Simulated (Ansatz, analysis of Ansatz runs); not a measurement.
# Charge-transition level of the Ni on the Ga site in GaP (PBE)

Subject: Ni on the Ga site in GaP. Wanted: its charge-transition level, in one set-up (PBE, 64-site cell, PBE lattice, 420 eV, k: the single point 1/4 1/4 1/4 then 2x2x2 shifted 0.5 0.5 0.5, electronic dielectric constant). The model is a cell of 64 host atoms with 1 Ga taken out and 1 Ni put in. The level is the Fermi energy at which two charge states have equal formation energy, after a correction for the images of the charge.

What was measured. (0/-1) level above the valence-band top: 0.62 eV, by photoconductivity photoresponse (value called somewhat questionable) (quoted in “Electronic structure of transition-atom impurities in GaP”, 1985, V. A. Singh and Alex Zunger, quoting earlier work (1982)). (-1/-2) level above the valence-band top: 1.55 eV, by photocapacitance (quoted in “Electronic structure of transition-atom impurities in GaP”, 1985, V. A. Singh and Alex Zunger, quoting earlier work (1981)).

Main program and level: Ansatz 0.2.0; plane-wave PAW DFT, PBE; relaxation of all atoms of a defect supercell.

### 1. The structure

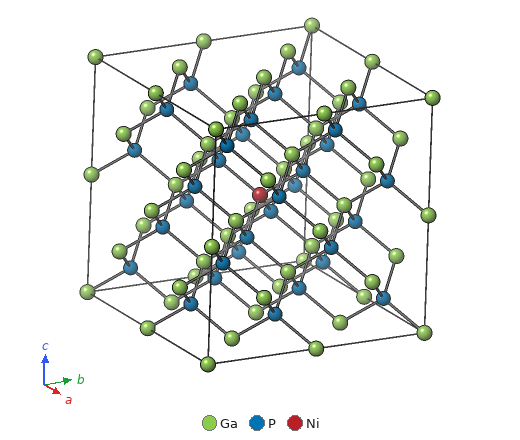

The cell as given, slightly off an axis (gallium green, phosphorus blue, nickel red). Bonds to atoms that aren't drawn are left out. Some periodic images of atoms are drawn too.

The cell holds 64 atoms: 31 Ga, 32 P and 1 Ni. Its edges and angles: a = 11.010 Å, b = 11.010 Å, c = 11.010 Å, α = 90.0°, β = 90.0°, γ = 90.0°. It derives from GaP (space group F-43m). Nearest the centre at fractional (0.500, 0.500, 0.500): Ni57 at 0.00 Å, P16 at 2.38 Å, P38 at 2.38 Å, P23 at 2.38 Å, P61 at 2.38 Å, Ga28 at 3.89 Å, Ga19 at 3.89 Å, Ga12 at 3.89 Å.

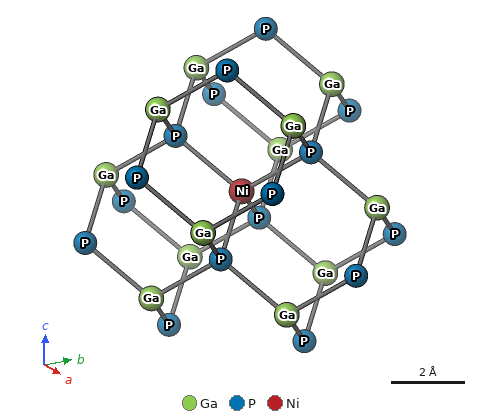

The atoms within 5 Å of the centre.

The host's primitive cell comes from a first run (plane-wave PAW DFT, PBE; relaxation of the host's cell and atoms): vectors of 3.893, 3.893 and 3.893 Å. That is 20.86 Å³ an atom, 3.0 % over the diffraction cell's volume. The supercell is built on it.

### 2. Relaxation, charge 0

Every later number rests on the structure around the defect, so the atoms are relaxed at the host's lattice first.

relax0/input.yaml

```yaml
relax:
  f_tol: 0.02
  max_steps: 80
  random_displacement: { amplitude: 0.05, seed: 221 }
crystal:
  lattice:
    - [11.01025646, 0.0, 0.0]
    - [0.0, 0.0, -11.01025646]
    - [0.0, 11.01025646, 0.0]
  atoms:
    - { symbol: Ga, position: [0.0, 0.0, 0.0] }
    - { symbol: Ga, position: [0.0, 0.25, 0.25] }
    - { symbol: Ga, position: [0.25, 0.0, 0.25] }
    - { symbol: Ga, position: [0.25, 0.25, 0.0] }
    - { symbol: P, position: [0.125, 0.125, 0.125] }
    - { symbol: P, position: [0.125, 0.375, 0.375] }
    - { symbol: P, position: [0.375, 0.125, 0.375] }
    - { symbol: P, position: [0.375, 0.375, 0.125] }
    - { symbol: Ga, position: [0.0, 0.0, 0.5] }
    - { symbol: Ga, position: [0.0, 0.25, 0.75] }
    - { symbol: Ga, position: [0.25, 0.0, 0.75] }
    - { symbol: Ga, position: [0.25, 0.25, 0.5] }
    - { symbol: P, position: [0.125, 0.125, 0.625] }
    - { symbol: P, position: [0.125, 0.375, 0.875] }
    - { symbol: P, position: [0.375, 0.125, 0.875] }
    - { symbol: P, position: [0.375, 0.375, 0.625] }
    - { symbol: Ga, position: [0.0, 0.5, 0.0] }
    - { symbol: Ga, position: [0.0, 0.75, 0.25] }
    - { symbol: Ga, position: [0.25, 0.5, 0.25] }
    - { symbol: Ga, position: [0.25, 0.75, 0.0] }
    - { symbol: P, position: [0.125, 0.625, 0.125] }
    - { symbol: P, position: [0.125, 0.875, 0.375] }
    - { symbol: P, position: [0.375, 0.625, 0.375] }
    - { symbol: P, position: [0.375, 0.875, 0.125] }
    - { symbol: Ga, position: [0.0, 0.5, 0.5] }
    - { symbol: Ga, position: [0.0, 0.75, 0.75] }
    - { symbol: Ga, position: [0.25, 0.5, 0.75] }
    - { symbol: Ga, position: [0.25, 0.75, 0.5] }
    - { symbol: P, position: [0.125, 0.625, 0.625] }
    - { symbol: P, position: [0.125, 0.875, 0.875] }
    - { symbol: P, position: [0.375, 0.625, 0.875] }
    - { symbol: P, position: [0.375, 0.875, 0.625] }
    - { symbol: Ga, position: [0.5, 0.0, 0.0] }
    - { symbol: Ga, position: [0.5, 0.25, 0.25] }
    - { symbol: Ga, position: [0.75, 0.0, 0.25] }
    - { symbol: Ga, position: [0.75, 0.25, 0.0] }
    - { symbol: P, position: [0.625, 0.125, 0.125] }
    - { symbol: P, position: [0.625, 0.375, 0.375] }
    - { symbol: P, position: [0.875, 0.125, 0.375] }
    - { symbol: P, position: [0.875, 0.375, 0.125] }
    - { symbol: Ga, position: [0.5, 0.0, 0.5] }
    - { symbol: Ga, position: [0.5, 0.25, 0.75] }
    - { symbol: Ga, position: [0.75, 0.0, 0.75] }
    - { symbol: Ga, position: [0.75, 0.25, 0.5] }
    - { symbol: P, position: [0.625, 0.125, 0.625] }
    - { symbol: P, position: [0.625, 0.375, 0.875] }
    - { symbol: P, position: [0.875, 0.125, 0.875] }
    - { symbol: P, position: [0.875, 0.375, 0.625] }
    - { symbol: Ga, position: [0.5, 0.5, 0.0] }
    - { symbol: Ga, position: [0.5, 0.75, 0.25] }
    - { symbol: Ga, position: [0.75, 0.5, 0.25] }
    - { symbol: Ga, position: [0.75, 0.75, 0.0] }
    - { symbol: P, position: [0.625, 0.625, 0.125] }
    - { symbol: P, position: [0.625, 0.875, 0.375] }
    - { symbol: P, position: [0.875, 0.625, 0.375] }
    - { symbol: P, position: [0.875, 0.875, 0.125] }
    - { symbol: Ni, position: [0.5, 0.5, 0.5], spin: 3.0 }
    - { symbol: Ga, position: [0.5, 0.75, 0.75] }
    - { symbol: Ga, position: [0.75, 0.5, 0.75] }
    - { symbol: Ga, position: [0.75, 0.75, 0.5] }
    - { symbol: P, position: [0.625, 0.625, 0.625] }
    - { symbol: P, position: [0.625, 0.875, 0.875] }
    - { symbol: P, position: [0.875, 0.625, 0.875] }
    - { symbol: P, position: [0.875, 0.875, 0.625] }
  host:
    repeats: [2, 2, 2]
    atoms:
      - { symbol: Ga, position: [0.0, 0.0, 0.0] }
      - { symbol: Ga, position: [0.0, 0.5, 0.5] }
      # ... 6 more atoms of the perfect host
basis:
  ecutwfc: 420
  xc_grid: 2
hamiltonian:
  xc: pbe
kpoints:
  mp_grid: { grid: [1, 1, 1], shift: [0.25, 0.25, 0.25] }
magnetization:
  spin_polarized: true
  initial_magnetization: 3
  spin_locking: { lock_magnetization: hard }
scf:
  occupations: { method: fermi_dirac, width: 0.01 }
  max_iter: 100
output:
  forces: true
  charged_corrections:
    epsilon: 10.62
    static_epsilon: 12.85
    defect_position: [0.5, 0.5, 0.5]
checkpoint:
  write: "../relax0.run"
  compress: false
  write_wavefunctions: true
  write_every: 100000
```

Started as:

```bash
> ansatz run input.yaml --threads 32 --pin off --max-ram 84787MiB --backend cuda --events-out ev --progress --plain --runs-dir out --max-vram 78GiB
```

Numbers of over 12 decimals in the logs are rounded to 6 here.

What it wrote:

```text
[... repeated set-up lines and file paths are left out, and long positions are rounded to six places ...]
Warning: where an SCF of this run starts from atoms to list the orders of its open shells, Ni (site 56, from 0) starts with 2.00 μB on its 3d shell, in the place of the 3.00 μB that the deck gives it: its open shells can hold no more by Hund's first rule. [...]
Engine: ansatz 0.2.0, aarch64-unknown-linux-gnu
Pseudopotentials: kind: paw
Pseudopotential: Ga, paw, valence charge 13, recommended cutoff 420 eV (normal), Ga.paw.azcp
Pseudopotential: P, paw, valence charge 5, recommended cutoff 420 eV (normal), P.paw.azcp
Pseudopotential: Ni, paw, valence charge 18, recommended cutoff 420 eV (normal), Ni.paw.azcp
Functional definition: PBE
  parameter kappa = 0.804
  parameter beta = 0.066725
  exchange = pbe_x(kappa = kappa, mu = beta*pi^2/3)
  correlation = pbe_c(beta = beta)
[...]
Crystal: 64 atoms, lattice volume = 1334.727 Å³
Basis set: ecut = 420 eV, 26001 PW (Γ), exchange–correlation on 150×150×150 points (8 copies of the dense FFT grid, shifted against one another)
Bands: 356, of which v1, the nominal top of the filled ones, is band 291 counted from 1 (290 counted from 0)
Symmetry: 1 space group operations
k-points: 1
Non-local potential: Ga, projectors of the file, l = 0: 2, l = 1: 2, l = 2: 3, l = 3: 1
Non-local potential: P, projectors of the file, l = 0: 2, l = 1: 2, l = 2: 2
Non-local potential: Ni, projectors of the file, l = 0: 3, l = 1: 2, l = 2: 3, l = 3: 1
PAW form: soft (Blöchl's): semilocal exchange-correlation on the pseudo side does not see the compensation charge
PAW one-centre angular grid: Ga, 590 points (default); XC on 64 Gauss nodes
PAW one-centre angular grid: P, 110 points (default); XC on 64 Gauss nodes
PAW one-centre angular grid: Ni, 590 points (default); XC on 64 Gauss nodes
Initial density: superposition of atomic densities (chi_scale 0.1, normalization cell)
Starting moments: Σ|m| = 3 μB on 1 of 64 sites
Initial wavefunctions: pseudopotential atomic-orbital guess
[...]
Functional: x = pbe(κ = 0.804, μ = 0.219515), c = pbe(β = 0.066725)
SCF iter   1: F=—  HF=-147326.593397 eV  |Δ(HF+E_count)|=         —  Δρ=2.27e-2 (↑2.25e-2 ↓2.27e-2)  dr2=3.02e1  dr2_m=2.12e-1  M=3.000 μB ∫|m|=3.010 μB  Hψ=2898
preconditioner: auto → Resta (q_TF=auto, 2.375 Å⁻¹)  ε∞=4.5  [insulator: Δε(μ)=0.590 eV  Ē_g=13.045 eV  σ=0.010 eV  W_gap=1.00  n_scr=304 (ndim 8)  ℏωp=24.3 eV  f_vac=0.000  D(μ)=0.00/eV (n_scr^D=0)  ε∞_Penn≈4.5]
spin=Collinear: Resta preconditioning applied to the charge; magnetization (m = ρ↑ − ρ↓) channel mixes plain (no charge-response kernel on spin).
SCF iter   2: F=—  HF=-147321.694809 eV  |Δ(HF+E_count)|=    4.90e0  Δρ=1.72e-2 (↑1.62e-2 ↓1.72e-2)  dr2=1.39e1  dr2_m=2.40e-1  M=3.000 μB ∫|m|=3.014 μB  Hψ=828
[...]
SCF iter  13: F=-147319.786561 eV  HF=-147319.786562 eV  |Δ(HF+E_count)|=   2.20e-7  Δρ=1.02e-5 (↑1.23e-6 ↓1.02e-5)  dr2=1.73e-6  dr2_m=2.57e-7  M=3.000 μB ∫|m|=3.082 μB  Hψ=1363
SCF 1 converged in 13 iterations: F = -147319.786561 eV  dr2 = 1.73e-6
  greatest PAW one-centre occupation: 1.001 electrons in one spin orbital (limit 2), on the Ni atom at site 56 (counted from 0), in its partial waves of l = 1
relax step   1: F+E_penalty+E_count = -147319.78656064 eV  Δ(F+E_penalty+E_count) = +0.000e0 eV  max|allowed force component| = 1.113e0 eV/Å  Δτ_max = 0.0000 Å  (13 SCF iters, dr2 threshold 1.00e-5 eV, accepted)
[... the SCF cycles and remarks between the steps are left out from here to the last step ...]
relax step   2: F+E_penalty+E_count = -147320.70796288 eV  Δ(F+E_penalty+E_count) = -9.214e-1 eV  max|allowed force component| = 4.243e-1 eV/Å  Δτ_max = 0.0962 Å  (8 SCF iters, dr2 threshold 7.75e-5 eV, accepted)
relax step   3: F+E_penalty+E_count = -147320.76816213 eV  Δ(F+E_penalty+E_count) = -6.020e-2 eV  max|allowed force component| = 3.332e-1 eV/Å  Δτ_max = 0.2000 Å  (10 SCF iters, dr2 threshold 1.12e-5 eV, accepted)
relax step   4: F+E_penalty+E_count = -147320.83519128 eV  Δ(F+E_penalty+E_count) = -6.703e-2 eV  max|allowed force component| = 2.499e-2 eV/Å  Δτ_max = 0.1343 Å  (8 SCF iters, dr2 threshold 1.61e-5 eV, accepted)
relax step   5: F+E_penalty+E_count = -147320.83520492 eV  Δ(F+E_penalty+E_count) = -1.364e-5 eV  max|allowed force component| = 2.498e-2 eV/Å  Δτ_max = 0.0000 Å  (5 SCF iters, accepted)
[...]
SCF iter   1: F=—  HF=-147320.832143 eV  |Δ(HF+E_count)|=         —  Δρ=8.20e-4 (↑6.83e-4 ↓8.20e-4)  dr2=1.21e-3  dr2_m=6.16e-3  M=3.000 μB ∫|m|=3.075 μB  Hψ=2017
[...]
SCF iter   2: F=—  HF=-147320.836082 eV  |Δ(HF+E_count)|=   3.94e-3  Δρ=2.94e-4 (↑2.47e-4 ↓2.94e-4)  dr2=2.70e-4  dr2_m=7.53e-4  M=3.000 μB ∫|m|=3.074 μB  Hψ=1404
SCF iter   3: F=—  HF=-147320.836725 eV  |Δ(HF+E_count)|=   6.43e-4  Δρ=1.32e-4 (↑1.32e-4 ↓1.07e-4)  dr2=4.29e-4  dr2_m=4.13e-6  M=3.000 μB ∫|m|=3.075 μB  Hψ=1405
SCF iter   4: F=—  HF=-147320.836591 eV  |Δ(HF+E_count)|=   1.34e-4  Δρ=2.00e-5 (↑1.31e-5 ↓2.00e-5)  dr2=9.08e-6  dr2_m=1.29e-6  M=3.000 μB ∫|m|=3.074 μB  Hψ=1297
SCF iter   5: F=—  HF=-147320.836594 eV  |Δ(HF+E_count)|=   3.31e-6  Δρ=9.54e-6 (↑3.52e-6 ↓9.54e-6)  dr2=1.79e-6  dr2_m=2.72e-7  M=3.000 μB ∫|m|=3.075 μB  Hψ=1297
SCF iter   6: F=—  HF=-147320.836595 eV  |Δ(HF+E_count)|=   6.81e-7  Δρ=3.92e-6 (↑9.89e-7 ↓3.92e-6)  dr2=2.35e-7  dr2_m=4.82e-8  M=3.000 μB ∫|m|=3.075 μB  Hψ=1293
SCF iter   7: F=—  HF=-147320.836595 eV  |Δ(HF+E_count)|=   8.76e-8  Δρ=1.25e-6 (↑1.17e-6 ↓1.25e-6)  dr2=3.86e-8  dr2_m=5.60e-9  M=3.000 μB ∫|m|=3.075 μB  Hψ=1367
SCF iter   8: F=-147320.836595 eV  HF=-147320.836595 eV  |Δ(HF+E_count)|=   3.27e-8  Δρ=8.55e-7 (↑5.65e-7 ↓8.55e-7)  dr2=2.25e-8  dr2_m=3.80e-10  M=3.000 μB ∫|m|=3.075 μB  Hψ=2158
SCF 6 converged in 8 iterations: F = -147320.836595 eV  dr2 = 2.25e-8
relax step   6: F+E_penalty+E_count = -147320.83659483 eV  Δ(F+E_penalty+E_count) = -1.390e-3 eV  max|allowed force component| = 9.181e-3 eV/Å  Δτ_max = 0.0108 Å  (8 SCF iters, accepted)
[...]
NSCF: frozen V_eff on 1 k-points
the band table was solved once a step of the walk had ended and its energy, with any forces and stress, was formed, with the checks that follow a solve (3126 applications of the Hamiltonian). They found nothing against the state; [...]
SCF converged after 8 iterations
Stability checked in part: among states of this total moment the steps that led to this state did not find it unstable. No probe was made; neither looks for a lower state of another moment (fixed_total_moment; see scf.lower_state_search)
Magnetization: 3.0000 μB (292.0000 up, 289.0000 down)
Absolute magnetization: 3.0770 μB (∫|ρ↑−ρ↓|, with the PAW one-centre terms)
Spin contamination: 0.0081 ħ² per cell (⟨S²⟩ above its minimum at these occupations)
Per-site moments (μB) at R_I (Å): [(0.00150335, 0.982536), (0.00114248, 0.982711), (0.00114507, 0.982409), [... 6 left out ...]
Free energy (F): -147320.836595 eV
Harris-Foulkes:  -147320.836595 eV  (|F-HF|=2.22e-8)
Internal energy: -147320.836595 eV  (E = F + TS)
E sigma→0 (E₀):  -147320.836595 eV
Fermi energy:    6.758786 (↑ 7.580729, ↓ 6.583721) eV
--- Per-component energies (eV) ---
  E_band       = -2466.453131
  E_kinetic    = 6090.692866
  E_local      = -74328.815971  (includes V_loc(G=0)·N_el)
  E_nonlocal   = 14889.976926
  E_hartree    = 34122.948888
  E_xc         = -4182.053620
  E_vxc        = -3835.527362  (∫ρ·V_xc dr)
  E_paw        = -81511.788616  (= ΣΔE_a)
  E_vpaw       = -13528.685943  (= ΣTr[D̂ρ^β])
  E_aug_tail   = -0.002164  (compensation charges beyond the density's cutoff)
  E_ewald      = -42401.794904
  E_smearing   = -0.000000  (= −TS)
  E_closure    = 0.000000  (closes the sum)
  Σ components = -147320.836595   (vs F -147320.836595, Δ=0.00e0)
--- Forces (eV/Å), atoms counted from 1 ---
  atom   1  Ga     0.00013250    -0.00109156    -0.00235381
  atom   2  Ga    -0.00178489    -0.00387143     0.00071882
  [... 4 atoms left out ...]
  [... 58 more lines of this table ...]
  max |Σ_I F_I| component: 8.67e-6 eV/Å
--- Band table (eV) ---
  k-point 0 ↑: bands = ["-97.4753", "-57.9595", "-57.7917", "-57.7908", "-7.8960", "-7.8952", "-7.8951", "-7.8874", "-7.8844", "-7.8843", [... rest cut ...]
  k-point 0 ↓: bands = ["-96.1895", "-56.6429", "-56.5696", "-56.5691", "-7.8940", "-7.8926", "-7.8925", "-7.8828", "-7.8810", "-7.8809", [... rest cut ...]
--- Relaxed structure (6 steps of the walk, 6 accepted, 0 SCFs on fresh bases) ---
  F+E_penalty+E_count = -147320.83659483 eV   max|allowed force component| = 9.181e-3 eV/Å
  atoms:
    - { symbol: Ga, position: [0.000868, 0.000233, 0.000300] }
    - { symbol: Ga, position: [0.001468, 0.250766, 0.250756] }
    [... 4 atoms left out ...]
  [... 58 more lines of this table ...]
```

Wall time 11 s (1 × NVIDIA GB200 with 32 threads of Arm Neoverse V2, shared host); peak memory 2 GiB.

The steps of the relaxation:

| step | energy less that of the first step (eV) | largest force component (eV/Å) |
| --- | --- | --- |
| 1 | 0.0000 | 1.1134 |
| 2 | -0.9214 | 0.4243 |
| 3 | -0.9816 | 0.3332 |
| 4 | -1.0486 | 0.0250 |
| 5 | -1.0486 | 0.0250 |
| 6 | -1.0500 | 0.0092 |

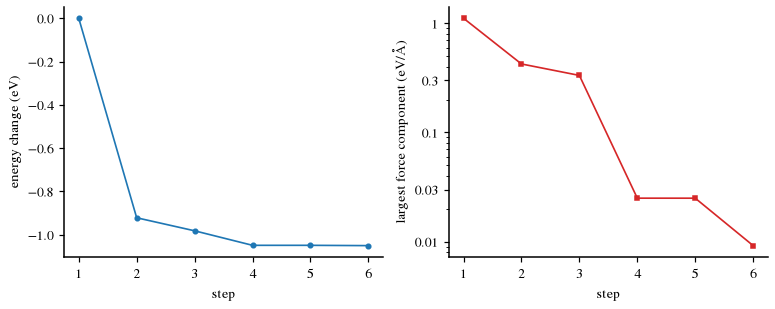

Energy and largest force along the relaxation.

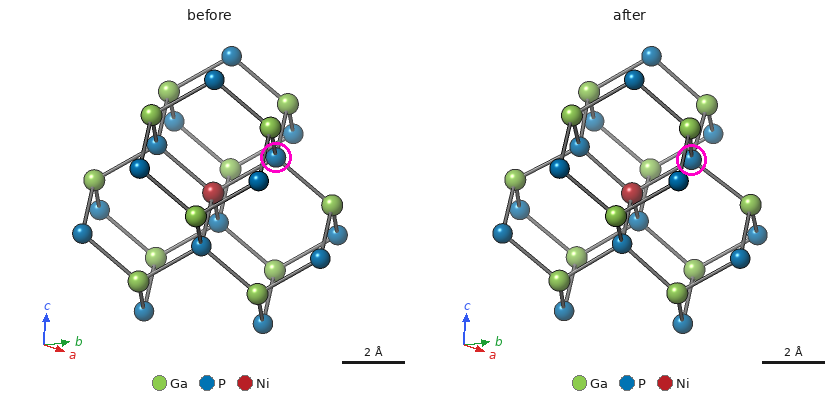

Before and after: the atoms that start within 5 Å of the centre. P61, which moves most, is ringed if it is among them.

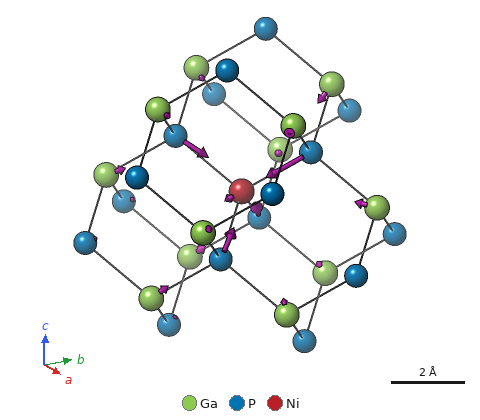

Displacements in the relaxation from the typed sites near the centre, exaggerated, the mean shift taken out; the longest in the cell stands for 0.16 Å.

The atoms that moved most (Å, from the sites as typed, ahead of the random displacement, the mean shift of all atoms taken out):

| atom | dx | dy | dz | length |
| --- | --- | --- | --- | --- |
| P61 | -0.093 | -0.093 | 0.093 | 0.161 |
| P23 | 0.065 | 0.065 | 0.049 | 0.105 |
| P16 | 0.065 | -0.049 | -0.066 | 0.105 |
| P38 | -0.049 | 0.065 | -0.065 | 0.104 |
| Ga58 | 0.006 | -0.034 | 0.034 | 0.049 |
| Ga59 | -0.034 | -0.033 | -0.007 | 0.048 |
| Ga60 | -0.034 | 0.007 | 0.033 | 0.048 |
| Ga12 | 0.026 | 0.018 | -0.027 | 0.041 |

Neighbours of Ni57 at the end:

| atom | distance (Å) |
| --- | --- |
| P61 | 2.260 |
| P38 | 2.267 |
| P16 | 2.268 |
| P23 | 2.268 |
| Ga34 | 3.825 |
| Ga12 | 3.825 |
| Ga19 | 3.825 |
| Ga42 | 3.867 |
| Ga51 | 3.867 |
| Ga44 | 3.868 |
| Ga50 | 3.868 |
| Ga28 | 3.868 |
| Ga27 | 3.870 |
| Ga58 | 3.876 |
| Ga59 | 3.876 |
| Ga60 | 3.876 |

This step gave:

```
free energy                           : -147320.8366 eV
total moment                          : 3 μB
integral of the absolute spin density : 3.077 μB
spin contamination                    : 0.008129
```

[end of part 1 of 2]

[Logs are printed without paths, hosts, clocks, repeated set-up lines and the standing remarks that a program may print on its own settings, such as how far it seeks lower states.]

[Hosts, paths, dates, database ids (printed as entryN), source tags and the programs' standing remarks are cut or masked in the printed files.]

[For some hosts the program warned that the k-mesh of the response run may be too coarse for force constants and the static dielectric constant; such warnings are not shown here.]
